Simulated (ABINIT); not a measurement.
# Quasiparticle gap of LiH (Fm-3m) in ABINIT

Aim: the G0W0 gap of LiH (Fm-3m) on PBE, step by step.

Calculated with ABINIT 10.8.3; PBE and many-body steps on it, plane waves.

The database entry behind the starting cell differs from later determinations by our own check (the deuteride, about 0.2 % short), so it need not match the best structure at ambient conditions.

## 1. The structure

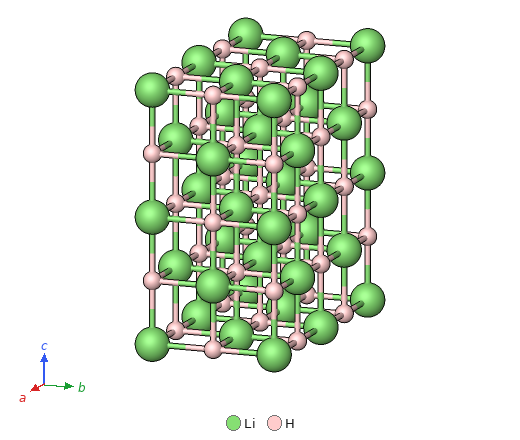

The cell as given, slightly off an axis (lithium green, hydrogen pink). 2×1×2 cells are drawn. This picture shows the conventional cell, with its axes. Some periodic images of atoms are drawn too.

As a file:

```cif
data_structure
_symmetry_space_group_name_H-M 'Fm-3m'
_symmetry_Int_Tables_number 225
_cell_length_a 4.0735
_cell_length_b 4.0735
_cell_length_c 4.0735
_cell_angle_alpha 90.000
_cell_angle_beta 90.000
_cell_angle_gamma 90.000
_cell_volume 67.59
loop_
_atom_site_label
_atom_site_type_symbol
_atom_site_symmetry_multiplicity
_atom_site_Wyckoff_symbol
_atom_site_fract_x
_atom_site_fract_y
_atom_site_fract_z
_atom_site_occupancy
Li1 Li 4 a 0.00000 0.00000 0.00000 1
H1 H 4 b 0.50000 0.00000 0.00000 1
```

The cell and positions come from the Crystallography Open Database and are kept as given unless a step says otherwise.

## 2. Ground state

This step: ABINIT 10.8.3; DFT, PBE, plane waves, norm-conserving pseudopotentials.

The ground-state density comes first.

Input file run.abi:

```
acell 3*1.0 Angstrom
rprim 
  0.000000000000 2.036750000000 2.036750000000
  2.036750000000 -0.000000000000 2.036750000000
  2.036750000000 2.036750000000 -0.000000000000
ntypat 2
znucl 3 1
natom 2
typat 1 2
xred 
  0.000000000000 0.000000000000 0.000000000000
  0.500000000000 0.500000000000 0.500000000000
pp_dirpath "pseudos"
pseudos "Li.upf, H.upf"
ecut 33
ngkpt 8 8 8
nshiftk 1
shiftk 0 0 0
kptopt 1
chksymbreak 0
nband 7
occopt 1
tolvrs 1e-10
nstep 60
prtwf 0
optforces 0
optstress 0
indata_prefix "in"
outdata_prefix "out"
tmpdata_prefix "tmp"
```

On the command line:

```console
OMP_NUM_THREADS=1 mpirun -n 8 abinit run.abi > log
```

Numbers of over 12 decimals in the logs are rounded to 6 here.

Log:

```text
.Version 10.8.3 of ABINIT. v10.8.2 released Aug 2026.

 Symmetries : space group Fm -3 m (#225); Bravais cF (face-center cubic)
================================================================================
 Values of the parameters that define the memory need of the present run
     intxc =       0    ionmov =       0      iscf =       7    lmnmax =       4
     lnmax =       4     mgfft =      30  mpssoang =       2    mqgrid =    3001
     natom =       2  nloc_mem =       1    nspden =       1   nspinor =       1
    nsppol =       1      nsym =      48    n1xccc =       0    ntypat =       2
    occopt =       1   xclevel =       2
-    mband =           7        mffmem =           1         mkmem =           4
       mpw =        1042          nfft =       27000          nkpt =          29
================================================================================
  Rough estimation (10% accuracy) of disk space for files :
================================================================================

--------------------------------------------------------------------------------
------------- Echo of variables that govern the present computation ------------
--------------------------------------------------------------------------------
 -outvars: echo values of preprocessed input variables --------
            acell      1.8897261259E+00  1.8897261259E+00  1.8897261259E+00 Bohr

      chksymbreak           0
             ecut      3.30000000E+01 Hartree
-          fftalg         312

              ixc     -101130
              kpt      0.00000000E+00  0.00000000E+00  0.00000000E+00
                       1.25000000E-01  0.00000000E+00  0.00000000E+00
                       2.50000000E-01  0.00000000E+00  0.00000000E+00
                       3.75000000E-01  0.00000000E+00  0.00000000E+00
                       5.00000000E-01  0.00000000E+00  0.00000000E+00
                       1.25000000E-01  1.25000000E-01  0.00000000E+00
                       2.50000000E-01  1.25000000E-01  0.00000000E+00
                       3.75000000E-01  1.25000000E-01  0.00000000E+00
                       5.00000000E-01  1.25000000E-01  0.00000000E+00
   [... 18 further rows ...]
                      -3.75000000E-01  5.00000000E-01  1.25000000E-01
                      -2.50000000E-01  5.00000000E-01  2.50000000E-01
         kptrlatt        8    0    0      0    8    0      0    0    8
          kptrlen      4.35453291E+01
P           mkmem           4
            natom           2
            nband           7
            ngfft          30      30      30
             nkpt          29
            nstep          60
             nsym          48
           ntypat           2
              occ      2.000000  2.000000  0.000000  0.000000  0.000000  0.000000
                       0.000000
        optforces           0
        optstress           0
            prtwf           0
            rprim      0.0000000000E+00  2.0367500000E+00  2.0367500000E+00
[...]
spgroup         225

           tolvrs      1.00000000E-10

             xred      0.0000000000E+00  0.0000000000E+00  0.0000000000E+00
[...]
znucl        3.00000    1.00000

================================================================================

 chkinp: Checking input parameters for consistency.

================================================================================
== DATASET  1 ==================================================================
-   mpi_nproc: 8, omp_nthreads: 1 (-1 if OMP is not activated)

--- !DatasetInfo
iteration_state: {dtset: 1, }
dimensions: {natom: 2, nkpt: 29, mband: 7, nsppol: 1, nspinor: 1, nspden: 1, mpw: 1042, }
cutoff_energies: {ecut:  33.0, pawecutdg:  -1.0, }
electrons: {nelect:   4.00000000E+00, charge:   0.00000000E+00, occopt:   1.00000000E+00, tsmear:   1.00000000E-02, }

 Real(R)+Recip(G) space primitive vectors, cartesian coordinates (Bohr,Bohr^-1):
 R(1)=  0.0000000  3.8488997  3.8488997  G(1)= -0.1299073  0.1299073  0.1299073
 R(2)=  3.8488997  0.0000000  3.8488997  G(2)=  0.1299073 -0.1299073  0.1299073
 R(3)=  3.8488997  3.8488997  0.0000000  G(3)=  0.1299073  0.1299073 -0.1299073
 Unit cell volume ucvol=  1.1403542E+02 bohr^3
 Angles (23,13,12)=  6.00000000E+01  6.00000000E+01  6.00000000E+01 degrees

 getcut: wavevector=  0.0000  0.0000  0.0000  ngfft=  30  30  30
         ecut(hartree)=     33.000   => boxcut(ratio)=   2.13368

--- Pseudopotential description ------------------------------------------------
- Li Generated using ONCVPSP code by D. R. Hamann
-  3.00000   3.00000  171031                  znucl, zion, pspdat
12 -101130 1 -1 1944                          pspcod,pspxc,lmax,lloc,mmax
     nproj     2     2
  pspatm : epsatm=    2.74360059
         --- l  ekb(1:nproj) -->
[...]
pspatm: atomic psp has been read  and splines computed

- H Generated using ONCVPSP code by D. R. Hamann
-  1.00000   1.00000  171031                  znucl, zion, pspdat
12 -101130 1 -1 1166                          pspcod,pspxc,lmax,lloc,mmax
     nproj     2     1
  pspatm : epsatm=    0.36186929
         --- l  ekb(1:nproj) -->
             0   -1.701123   -0.534484
             1   -0.503321
 pspatm: atomic psp has been read  and splines computed

   1.24218795E+01                                ecore*ucvol(ha*bohr**3)
--------------------------------------------------------------------------------

_setup2: Arith. and geom. avg. npw (full set) are    1032.553    1032.522

================================================================================

--- !BeginCycle
iteration_state: {dtset: 1, }
solver: {iscf: 7, nstep: 60, nline: 4, wfoptalg: 0, }
tolerances: {tolvrs: 1.00E-10, }

     iter   Etot(hartree)      deltaE(h)  residm     vres2
 ETOT  1  -7.811692    -7.812E+00 6.179E-02 2.587E+01
 ETOT  2  -7.817687    -5.995E-03 2.470E-04 4.040E-01
 ETOT  3  -7.817700    -1.248E-05 1.186E-04 6.596E-03
 ETOT  4  -7.817700    -1.199E-07 2.107E-04 1.152E-04
 ETOT  5  -7.817700    -3.355E-09 9.743E-05 1.581E-07
 ETOT  6  -7.817700    -7.535E-12 9.509E-05 2.306E-09
 ETOT  7  -7.817700    -1.954E-14 3.678E-05 2.465E-11

 At SCF step    7       vres2   =  2.47E-11 < tolvrs=  1.00E-10 =>converged.

--- !ResultsGS
iteration_state: {dtset: 1, }
comment   : Summary of ground state results
lattice_vectors:
- [  0.0000000,   3.8488997,   3.8488997, ]
- [  3.8488997,  -0.0000000,   3.8488997, ]
- [  3.8488997,   3.8488997,  -0.0000000, ]
lattice_lengths: [   5.44317,    5.44317,    5.44317, ]
lattice_angles: [ 60.000,  60.000,  60.000, ] # degrees, (23, 13, 12)
lattice_volume:   1.1403542E+02
convergence: {deltae: -1.954E-14, res2:  2.465E-11, residm:  3.678E-05, diffor:  0.000E+00, }
etotal    :  -7.81769999E+00
entropy   :   0.00000000E+00
fermie    :  -1.27892219E-02
cartesian_stress_tensor: null
pressure_GPa: null
xred      :
- [  0.0000E+00,   0.0000E+00,   0.0000E+00, Li]
- [  5.0000E-01,   5.0000E-01,   5.0000E-01,  H]
cartesian_forces: null
force_length_stats: {min: null, max: null, mean: null, }

 Integrated electronic density in atomic spheres:
 ------------------------------------------------
 Atom  Sphere_radius  Integrated_density
    1        2.00000          2.24993717
    2        2.00000          1.27207296
================================================================================

 ----iterations are completed or convergence reached----

 Mean square residual over all n,k,spin=   27.132E-08; max=  36.778E-06
 reduced coordinates (array xred) for    2 atoms
       0.000000000000      0.000000000000      0.000000000000
       0.500000000000      0.500000000000      0.500000000000
 rms dE/dt=  0.0000E+00; max dE/dt=  0.0000E+00; dE/dt below (all hartree)
    1       0.000000000000      0.000000000000      0.000000000000
    2       0.000000000000      0.000000000000      0.000000000000

 cartesian coordinates (angstrom) at end:
    1      0.000000     0.000000     0.000000
    2      2.036750     2.036750     2.036750
 length scales=  1.889726125908  1.889726125908  1.889726125908 bohr
              =  1.000000000000  1.000000000000  1.000000000000 angstroms
 prteigrs : about to open file out_EIG
 Fermi (or HOMO) energy (hartree) =  -0.01279   Average Vxc (hartree)=  -0.30380
 Eigenvalues (hartree) for nkpt=  29  k points:
 kpt#   1, nband=  7, wtk=  0.00195, kpt=  0.0000  0.0000  0.0000 (reduced coord)
  -1.64081   -0.20586    0.55593    0.62682    0.62682    0.62682    0.79790
 prteigrs : prtvol=0 or 1, do not print more k-points.

--- !EnergyTerms
iteration_state     : {dtset: 1, }
comment             : Components of total free energy in Hartree
kinetic             :  5.77687050537605E+00
hartree             :  1.64440145734382E+00
xc                  : -2.05284246565356E+00
Ewald energy        : -3.40272690322020E+00
psp_core            :  1.08930009251063E-01
local_psp           : -5.17068083719169E+00
non_local_psp       : -4.72165175675936E+00
total_energy        : -7.81769999085388E+00
total_energy_eV     : -2.12730454006327E+02
band_energy         : -3.46840377958160E+00

== END DATASET(S) ==============================================================
================================================================================

 -outvars: echo values of variables after computation  --------
           etotal     -7.8176999909E+00
            nband           7
             nkpt          29
          spgroup         225
 [... the other variables as echoed above ...]

 Calculation completed.
```

It took 1.8 s on 8 MPI ranks of Arm Neoverse V2, shared host; peak memory 0.07 GiB; 14 s of CPU time.

Numbers from this step:

```
total energy               : -212.7305 eV
gap                        : 3.022 eV
k of the valence top       : 0.5, 0.5, 0
k of the conduction bottom : 0.5, 0.5, 0
least direct gap           : 3.022 eV
```

The gap is direct, at (0.500, 0.500, 0.000).

## 3. Bands along the symmetry lines

The cheap functional maps the bands first; the places of the edges decide which points the dearer methods must see.

Input file run.abi:

```
acell 3*1.0 Angstrom
rprim 
  0.000000000000 2.036750000000 2.036750000000
  2.036750000000 -0.000000000000 2.036750000000
  2.036750000000 2.036750000000 -0.000000000000
ntypat 2
znucl 3 1
natom 2
typat 1 2
xred 
  0.000000000000 0.000000000000 0.000000000000
  0.500000000000 0.500000000000 0.500000000000
pp_dirpath "pseudos"
pseudos "Li.upf, H.upf"
ecut 33
iscf -2
irdden 1
kptopt 0
nkpt 50
kpt 
  0.00000000 0.00000000 0.00000000
  0.06250000 0.00000000 0.06250000
  0.12500000 0.00000000 0.12500000
  0.18750000 0.00000000 0.18750000
  0.25000000 0.00000000 0.25000000
  0.31250000 0.00000000 0.31250000
  0.37500000 0.00000000 0.37500000
  0.43750000 0.00000000 0.43750000
  0.50000000 0.00000000 0.50000000
  0.51562500 0.03125000 0.51562500
  0.53125000 0.06250000 0.53125000
  0.54687500 0.09375000 0.54687500
  0.56250000 0.12500000 0.56250000
  0.57812500 0.15625000 0.57812500
  0.59375000 0.18750000 0.59375000
  0.60937500 0.21875000 0.60937500
  0.62500000 0.25000000 0.62500000
  0.37500000 0.37500000 0.75000000
  0.32812500 0.32812500 0.65625000
  0.28125000 0.28125000 0.56250000
  0.23437500 0.23437500 0.46875000
  0.18750000 0.18750000 0.37500000
  0.14062500 0.14062500 0.28125000
  0.09375000 0.09375000 0.18750000
  0.04687500 0.04687500 0.09375000
  0.00000000 0.00000000 0.00000000
  0.06250000 0.06250000 0.06250000
  0.12500000 0.12500000 0.12500000
  0.18750000 0.18750000 0.18750000
  0.25000000 0.25000000 0.25000000
  0.31250000 0.31250000 0.31250000
  0.37500000 0.37500000 0.37500000
  0.43750000 0.43750000 0.43750000
  0.50000000 0.50000000 0.50000000
  0.50000000 0.46875000 0.53125000
  0.50000000 0.43750000 0.56250000
  0.50000000 0.40625000 0.59375000
  0.50000000 0.37500000 0.62500000
  0.50000000 0.34375000 0.65625000
  0.50000000 0.31250000 0.68750000
  0.50000000 0.28125000 0.71875000
  0.50000000 0.25000000 0.75000000
  0.50000000 0.21875000 0.71875000
  0.50000000 0.18750000 0.68750000
  0.50000000 0.15625000 0.65625000
  0.50000000 0.12500000 0.62500000
  0.50000000 0.09375000 0.59375000
  0.50000000 0.06250000 0.56250000
  0.50000000 0.03125000 0.53125000
  0.50000000 0.00000000 0.50000000
istwfk *1
nband 9
nbdbuf 2
tolwfr 1e-08
nstep 40
prtwf 0
prtvol 0
indata_prefix "in"
outdata_prefix "out"
tmpdata_prefix "tmp"
```

Log:

```text
.Version 10.8.3 of ABINIT. v10.8.2 released Aug 2026.

 Symmetries : space group Fm -3 m (#225); Bravais cF (face-center cubic)
[... echo of the input left out ...]
== DATASET  1 ==================================================================
-   mpi_nproc: 8, omp_nthreads: 1 (-1 if OMP is not activated)

--- !DatasetInfo
iteration_state: {dtset: 1, }
dimensions: {natom: 2, nkpt: 50, mband: 9, nsppol: 1, nspinor: 1, nspden: 1, mpw: 1056, }
cutoff_energies: {ecut:  33.0, pawecutdg:  -1.0, }
electrons: {nelect:   4.00000000E+00, charge:   0.00000000E+00, occopt:   1.00000000E+00, tsmear:   1.00000000E-02, }

 Real(R)+Recip(G) space primitive vectors, cartesian coordinates (Bohr,Bohr^-1):
 R(1)=  0.0000000  3.8488997  3.8488997  G(1)= -0.1299073  0.1299073  0.1299073
 R(2)=  3.8488997  0.0000000  3.8488997  G(2)=  0.1299073 -0.1299073  0.1299073
 R(3)=  3.8488997  3.8488997  0.0000000  G(3)=  0.1299073  0.1299073 -0.1299073
 Unit cell volume ucvol=  1.1403542E+02 bohr^3
 Angles (23,13,12)=  6.00000000E+01  6.00000000E+01  6.00000000E+01 degrees

 getcut: wavevector=  0.0000  0.0000  0.0000  ngfft=  30  30  30
         ecut(hartree)=     33.000   => boxcut(ratio)=   2.13368

--- Pseudopotential description ------------------------------------------------
- Li Generated using ONCVPSP code by D. R. Hamann
-  3.00000   3.00000  171031                  znucl, zion, pspdat
12 -101130 1 -1 1944                          pspcod,pspxc,lmax,lloc,mmax
     nproj     2     2
  pspatm : epsatm=    2.74360059
         --- l  ekb(1:nproj) -->
             0   -4.951544   -1.544797
             1   -2.250661   -0.474685
 pspatm: atomic psp has been read  and splines computed

- H Generated using ONCVPSP code by D. R. Hamann
-  1.00000   1.00000  171031                  znucl, zion, pspdat
12 -101130 1 -1 1166                          pspcod,pspxc,lmax,lloc,mmax
     nproj     2     1
  pspatm : epsatm=    0.36186929
         --- l  ekb(1:nproj) -->
             0   -1.701123   -0.534484
             1   -0.503321
 pspatm: atomic psp has been read  and splines computed

--------------------------------------------------------------------------------

================================================================================
 prteigrs : about to open file out_EIG
 Non-SCF case, kpt    1 (  0.00000  0.00000  0.00000), residuals and eigenvalues=
  1.04E-09  5.73E-09  1.06E-09  9.15E-09  1.08E-09  6.52E-09  3.73E-09  6.83E-07
  9.41E-08
 -1.6408E+00 -2.0586E-01  5.5593E-01  6.2682E-01  6.2682E-01  6.2682E-01
[...]
Non-SCF case, kpt    2 (  0.06250  0.00000  0.06250), residuals and eigenvalues=
  4.88E-09  5.09E-09  3.30E-09  6.01E-10  5.35E-10  9.11E-10  8.80E-09  1.05E-07
  1.20E-07
 -1.6407E+00 -2.0249E-01  5.3564E-01  5.9928E-01  5.9928E-01  6.4245E-01
[...]
Non-SCF case, kpt    3 (  0.12500  0.00000  0.12500), residuals and eigenvalues=
  3.91E-09  2.31E-09  2.95E-09  8.49E-10  2.84E-09  5.00E-09  1.54E-09  2.70E-06
  8.58E-09
 -1.6405E+00 -1.9235E-01  4.9312E-01  5.4826E-01  5.4826E-01  6.5630E-01
[...]
Non-SCF case, kpt   49 (  0.50000  0.03125  0.53125), residuals and eigenvalues=
[...]
-1.6390E+00 -1.3086E-02  9.9547E-02  3.6416E-01  3.7742E-01  5.0546E-01
[...]
Non-SCF case, kpt   50 (  0.50000  0.00000  0.50000), residuals and eigenvalues=
[...]
-1.6390E+00 -1.2789E-02  9.8269E-02  3.7629E-01  3.7629E-01  4.9077E-01
[...]
--- !ResultsGS
iteration_state: {dtset: 1, }
comment   : Summary of ground state results
lattice_vectors:
- [  0.0000000,   3.8488997,   3.8488997, ]
- [  3.8488997,  -0.0000000,   3.8488997, ]
- [  3.8488997,   3.8488997,  -0.0000000, ]
lattice_lengths: [   5.44317,    5.44317,    5.44317, ]
lattice_angles: [ 60.000,  60.000,  60.000, ] # degrees, (23, 13, 12)
lattice_volume:   1.1403542E+02
convergence: {deltae:  0.000E+00, res2:  0.000E+00, residm:  9.990E-09, diffor:  0.000E+00, }
etotal    :  -7.81769999E+00
entropy   :   0.00000000E+00
fermie    :  -1.27892219E-02
cartesian_stress_tensor: null
pressure_GPa: null
xred      :
- [  0.0000E+00,   0.0000E+00,   0.0000E+00, Li]
- [  5.0000E-01,   5.0000E-01,   5.0000E-01,  H]
cartesian_forces: null
force_length_stats: {min: null, max: null, mean: null, }

 Integrated electronic density in atomic spheres:
 ------------------------------------------------
 Atom  Sphere_radius  Integrated_density
[...]
================================================================================

 ----iterations are completed or convergence reached----

 Mean square residual over all n,k,spin=   29.651E-10; max=  99.900E-10
 reduced coordinates (array xred) for    2 atoms
       0.000000000000      0.000000000000      0.000000000000
       0.500000000000      0.500000000000      0.500000000000

 cartesian coordinates (angstrom) at end:
    1      0.000000     0.000000     0.000000
    2      2.036750     2.036750     2.036750
 length scales=  1.889726125908  1.889726125908  1.889726125908 bohr
              =  1.000000000000  1.000000000000  1.000000000000 angstroms
 prteigrs : about to open file out_EIG
 Eigenvalues (hartree) for nkpt=  50  k points:
 kpt#   1, nband=  9, wtk=  1.00000, kpt=  0.0000  0.0000  0.0000 (reduced coord)
[...]
kpt#   2, nband=  9, wtk=  1.00000, kpt=  0.0625  0.0000  0.0625 (reduced coord)
[...]
kpt#   3, nband=  9, wtk=  1.00000, kpt=  0.1250  0.0000  0.1250 (reduced coord)
[...]
kpt#  49, nband=  9, wtk=  1.00000, kpt=  0.5000  0.0313  0.5313 (reduced coord)
  -1.63896   -0.01309    0.09955    0.36416    0.37742    0.50546    0.59859    1.20315
   1.22809
 kpt#  50, nband=  9, wtk=  1.00000, kpt=  0.5000  0.0000  0.5000 (reduced coord)
  -1.63897   -0.01279    0.09827    0.37629    0.37629    0.49077    0.59808    1.22697
   1.22753

== END DATASET(S) ==============================================================
================================================================================

 -outvars: echo values of variables after computation  --------
            nband           9
             nkpt          50
          spgroup         225
 [... the other variables as echoed above ...]

 Calculation completed.
```

Elapsed: 1.7 s, on 8 MPI ranks; peak memory 0.07 GiB; 13 s of CPU time.

Numbers from this step:

```
gap                        : 3.022 eV
k of the valence top       : 0.5, 0, 0.5
k of the conduction bottom : 0.5, 0, 0.5
least direct gap           : 3.022 eV
```

The gap is 3.022 eV, as in the run before at this level.

The electronic bands at the labelled points (eV, zero at the top of the highest filled band; v1 is the highest filled band, c1 the lowest empty one):

```csv
point,v2,v1,c1,c2,c3,c4
Γ,-44.30,-5.25,15.48,17.40,17.40,17.40
X,-44.25,0.00,3.02,10.59,10.59,13.70
U,-44.25,-0.47,4.13,7.41,11.68,15.68
jump to K,-44.25,-0.47,4.13,7.41,11.68,15.68
Γ,-44.30,-5.25,15.48,17.40,17.40,17.40
L,-44.26,-2.49,4.80,13.25,16.07,16.07
W,-44.25,-0.20,5.24,5.24,11.40,17.12
X,-44.25,0.00,3.02,10.59,10.59,13.70
```

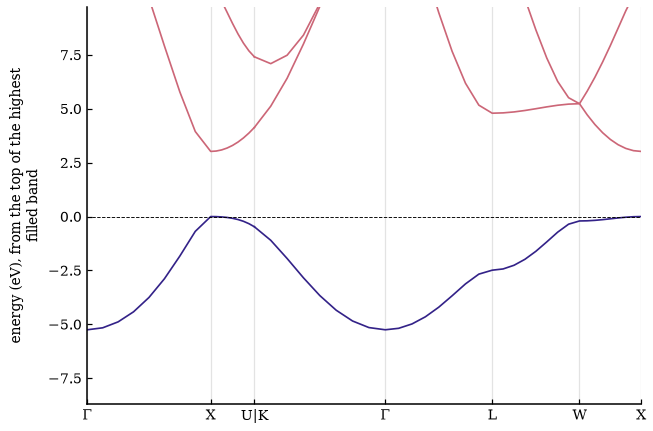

Electronic bands along the path; lines of filled and empty bands in two colours.

[end of part 1 of 2]

[Paths, hosts, dates, memory and timing lines, banners, echoed tables and standing remarks are left out of the program output.]

[Logs are printed without paths, hosts, clocks, repeated set-up lines and the standing remarks that a program may print on its own settings, such as how far it seeks lower states.]

[Runs of the session that timed out or met a known fault of the program may be left out.]

[Hosts, paths, dates, database ids (printed as entryN), source tags and the programs' standing remarks are cut or masked in the printed files.]

[G0W0 gaps are taken among the corrected bands and points alone; a level outside them can change the order at an edge.]

[Where Ansatz stands beside ABINIT at settings called matched, ABINIT's density can come from a denser mesh and the files from another edition; pairs whose starting gaps differed by over 0.03 eV were left out, so agreement reads better than it is.]
